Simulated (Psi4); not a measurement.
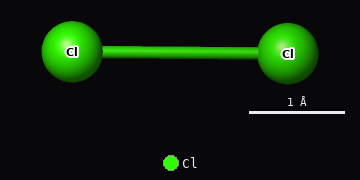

*The input geometry (ball-and-stick view, seen on its broad side).*

Bond lengths as drawn: Cl–Cl 2.28 Å.

Cl₂: energy and gradient calculation

- system: Cl₂, SMILES ClCl
- method: TPSSh/aug-cc-pVTZ, RKS (Psi4 1.11)

A bond length was changed on purpose from its optimised value. The run did not end well.

**Input (calc.py)**
```python
import psi4

psi4.set_memory(2200000000)
psi4.set_num_threads(1)
psi4.set_output_file('output.dat', False)

geom = psi4.geometry("""
Cl     2.07758380    -0.69179850     1.06521405
Cl    -1.59812249     0.53214688    -0.81938525
units bohr
symmetry c1
""")

psi4.set_options({
    'reference': 'rks',
    'puream': True,
    'e_convergence': 1e-09,
    'd_convergence': 1e-08,
    'scf_type': 'pk',
    'dft_radial_points': 99,
    'dft_spherical_points': 590,
})

e, wfn = psi4.gradient("tpssh/aug-cc-pVTZ", molecule=geom, return_wfn=True)
psi4.oeprop(wfn, "QUADRUPOLE", "MULLIKEN_CHARGES", "MAYER_INDICES")
print('gradient / Eh bohr^-1')
print(e.np.round(6))
print(f'energy = {wfn.energy():.10f} Eh')
```

Launched with:
```bash
python calc.py
```

**Output**
```
Psi4 1.11 release

gradient() will perform analytic gradient computation.

   => Loading Basis Set <=

    Name: AUG-CC-PVTZ
    Role: ORBITAL
    Keyword: BASIS

         ---------------------------------------------------------
                                   SCF
                              RKS Reference
                        1 Threads,   2098 MiB Core
         ---------------------------------------------------------

  ==> Geometry <==

    Molecular point group: c1
    Full point group: D_inf_h

    Geometry (in Bohr), charge = 0, multiplicity = 1:

       Center              X                  Y                   Z               Mass
    ------------   -----------------  -----------------  -----------------  -----------------
         CL           2.154099205302     0.000000000000     0.000000000000    34.968852682000
         CL          -2.154099205302    -0.000000000000    -0.000000000000    34.968852682000

  Running in c1 symmetry.

  Rotational constants: A = ************  B =      0.18550  C =      0.18550 [cm^-1]
  Rotational constants: A = ************  B =   5561.24661  C =   5561.24661 [MHz]
  Nuclear repulsion =   67.081404442441652

  Charge       = 0
  Multiplicity = 1
  Electrons    = 34
  Nalpha       = 17
  Nbeta        = 17

  ==> Algorithm <==

  SCF Algorithm Type is PK.
  DIIS enabled.
  MOM disabled.
  Fractional occupation disabled.
  Guess Type is SAD.
  Energy threshold   = 1.00e-09
  Density threshold  = 1.00e-08
  Integral threshold = 1.00e-12

  ==> Primary Basis <==

  Basis Set: AUG-CC-PVTZ
    Blend: AUG-CC-PVTZ
    Number of shells: 32
    Number of basis functions: 100
    Number of Cartesian functions: 118
    Spherical Harmonics?: true
    Max angular momentum: 3

  ==> DFT Potential <==

   => LibXC <=

    Version 7.1.2

   => Composite Functional: TPSSH <=

    TPSSh Hyb-GGA Exchange-Correlation Functional

    Deriv               =              1
    GGA                 =           TRUE
    Meta                =           TRUE

    Exchange Hybrid     =           TRUE
    MP2 Hybrid          =          FALSE

   => Exchange Functionals <=

    0.9000   Tao, Perdew, Staroverov & Scuseria

   => Exact (HF) Exchange <=

    0.1000               HF

   => Correlation Functionals <=

    1.0000   Tao, Perdew, Staroverov & Scuseria

   => LibXC Density Thresholds  <==

    XC_HYB_MGGA_XC_TPSSH:  1.00E-15

   => Molecular Quadrature <=

    Radial Scheme          =       TREUTLER
    Pruning Scheme         =           NONE
    Nuclear Scheme         =       TREUTLER

    Blocking Scheme        =         OCTREE
    BS radius alpha        =              1
    Pruning alpha          =              1
    Radial Points          =             99
    Spherical Points       =            590
    Total Points           =         113142
    Total Blocks           =            958
    Max Points             =            256
    Max Functions          =            100
    Weights Tolerance      =       1.00E-15

  ==> Integral Setup <==

  Using in-core PK algorithm.
   Calculation information:
      Number of atoms:                   2
      Number of AO shells:              32
      Number of primitives:            128
      Number of atomic orbitals:       118
      Number of basis functions:       100

      Integral cutoff                 1.00e-12
      Number of threads:                 1

  Performing in-core PK
  Using 25507550 doubles for integral storage.
  We computed 139594 shell quartets total.
  Whereas there are 139656 unique shell quartets.

  ==> DiskJK: Disk-Based J/K Matrices <==

    J tasked:                  Yes
    K tasked:                  Yes
    wK tasked:                  No
    Memory [MiB]:              822
    Schwarz Cutoff:          1E-12

  Cached 100.0% of DFT collocation blocks in 0.734 [GiB].

  Minimum eigenvalue in the overlap matrix is 9.0128338236E-04.
  Reciprocal condition number of the overlap matrix is 2.0375423014E-04.
    Using symmetric orthogonalization.

  ==> Pre-Iterations <==

  SCF Guess: Superposition of Atomic Densities via on-the-fly atomic UHF (no occupation information).

   -------------------------
    Irrep   Nso     Nmo
   -------------------------
     A        100     100
   -------------------------
    Total     100     100
   -------------------------

  ==> Iterations <==

                        Total Energy        Delta E     RMS |[F,P]|

   @RKS iter SAD:  -920.18216264436512   -9.20182e+02   0.00000e+00
   @RKS iter   1:  -920.40490742445866   -2.22745e-01   2.17874e-03 ADIIS/DIIS
   @RKS iter   2:  -920.41395364495804   -9.04622e-03   1.29225e-03 ADIIS/DIIS
   @RKS iter   3:  -920.41965873499544   -5.70509e-03   1.07197e-04 ADIIS/DIIS
   @RKS iter   4:  -920.41970493429938   -4.61993e-05   4.54211e-05 DIIS
   @RKS iter   5:  -920.41971601156411   -1.10773e-05   1.39954e-06 DIIS
   @RKS iter   6:  -920.41971602227181   -1.07077e-08   5.96106e-08 DIIS
   @RKS iter   7:  -920.41971602229535   -2.35332e-11   7.26802e-09 DIIS
  Energy and wave function converged.

  ==> Post-Iterations <==

   Electrons on quadrature grid:
      Ntotal   =   34.0000000276 ; deviation = 2.764e-08

    Orbital Energies [Eh]
    ---------------------

    Doubly Occupied:

       1A   -101.471897     2A   -101.471892     3A     -9.444889
       4A     -9.444882     5A     -7.199037     6A     -7.199017
       7A     -7.182758     8A     -7.182758     9A     -7.182758
      10A     -7.182758    11A     -0.861723    12A     -0.776048
      13A     -0.436404    14A     -0.371187    15A     -0.371187
      16A     -0.313493    17A     -0.313493

    Virtual:

      18A     -0.211796    19A      0.036344    20A      0.039113
      21A      0.060427    22A      0.060427    23A      0.076046
      24A      0.090123    25A      0.090123    26A      0.177172
      27A      0.177173    28A      0.177356    29A      0.177356
      30A      0.177664    31A      0.265058    32A      0.265058
      33A      0.278615    34A      0.329867    35A      0.356657
      36A      0.356657    37A      0.464367    38A      0.464367
      39A      0.552413    40A      0.556222    41A      0.556222
      42A      0.591656    43A      0.637540    44A      0.637540
      45A      0.656861    46A      0.671249    47A      0.671250
      48A      0.696152    49A      0.712530    50A      0.712531
      51A      0.754567    52A      0.754567    53A      0.789405
      54A      0.873424    55A      0.873424    56A      0.931335
      57A      0.931335    58A      1.024926    59A      1.024926
      60A      1.061920    61A      1.062905    62A      1.062905
      63A      1.203476    64A      1.203476    65A      1.364146
      66A      1.463091    67A      1.463091    68A      1.680024
      69A      2.101982    70A      2.101982    71A      2.131913
      72A      2.131914    73A      2.187313    74A      2.193799
      75A      2.193799    76A      2.203267    77A      2.291296
      78A      2.291296    79A      2.295418    80A      2.295418
      81A      2.353663    82A      2.423537    83A      2.423537
      84A      2.695445    85A      2.695445    86A      2.700578
      87A      2.700581    88A      2.743729    89A      2.743729
      90A      2.793424    91A      2.793427    92A      2.808955
      93A      2.808955    94A      2.837926    95A      2.843027
      96A      2.888260    97A      2.888260    98A      3.322262
      99A      4.836173   100A      6.252354

    Final Occupation by Irrep:
              A
    DOCC [    17 ]
    NA   [    17 ]
    NB   [    17 ]

  @RKS Final Energy:  -920.41971602229535

   => Energetics <=

    Nuclear Repulsion Energy =             67.0814044424416522
    One-Electron Energy =               -1403.5657371855916153
    Two-Electron Energy =                 466.9607724458225562
    DFT Exchange-Correlation Energy =     -50.8961557249678620
    Empirical Dispersion Energy =           0.0000000000000000
    VV10 Nonlocal Energy =                  0.0000000000000000
    Total Energy =                       -920.4197160222952334

Computation Completed

Properties will be evaluated at   0.000000,   0.000000,   0.000000 [a0]

Properties computed using the SCF density matrix

 Multipole Moments:

 ------------------------------------------------------------------------------------
     Multipole            Electronic (a.u.)      Nuclear  (a.u.)        Total (a.u.)
 ------------------------------------------------------------------------------------

 L = 1.  Multiply by 2.5417464519 to convert [e a0] to [Debye]
 Dipole X            :         -0.0000000            0.0000000           -0.0000000
 Dipole Y            :          0.0000000            0.0000000            0.0000000
 Dipole Z            :         -0.0000000            0.0000000           -0.0000000
 Magnitude           :                                                    0.0000000

 ------------------------------------------------------------------------------------

	total time  =         31 seconds =       0.52 minutes

         ------------------------------------------------------------
                                   SCF GRAD
         ------------------------------------------------------------

  ==> Geometry <==

    Molecular point group: c1
    Full point group: D_inf_h

    Geometry (in Bohr), charge = 0, multiplicity = 1:

       Center              X                  Y                   Z               Mass
    ------------   -----------------  -----------------  -----------------  -----------------
         CL           2.154099205302     0.000000000000     0.000000000000    34.968852682000
         CL          -2.154099205302    -0.000000000000    -0.000000000000    34.968852682000

  Nuclear repulsion =   67.081404442441652

  ==> Basis Set <==

  Basis Set: AUG-CC-PVTZ
    Blend: AUG-CC-PVTZ
    Number of shells: 32
    Number of basis functions: 100
    Number of Cartesian functions: 118
    Spherical Harmonics?: true
    Max angular momentum: 3

  ==> DirectJKGrad: Integral-Direct SCF Gradients <==

    Gradient:                    1
    J tasked:                  Yes
    K tasked:                  Yes
    wK tasked:                  No
    Integrals threads:           1
    Schwarz Cutoff:          1E-12
```

**What the run reported**

```csv
quantity,value
outcome,stopped at the time limit
hardware,"1 thread of Intel Xeon @ 2.50GHz (Skylake/Cascade Lake), 189 GiB of memory available, shared host"
wall time,90 s
peak memory,1.3 GiB
```

**Diagnosis**

The run was cut off by its time limit, so the output is incomplete.
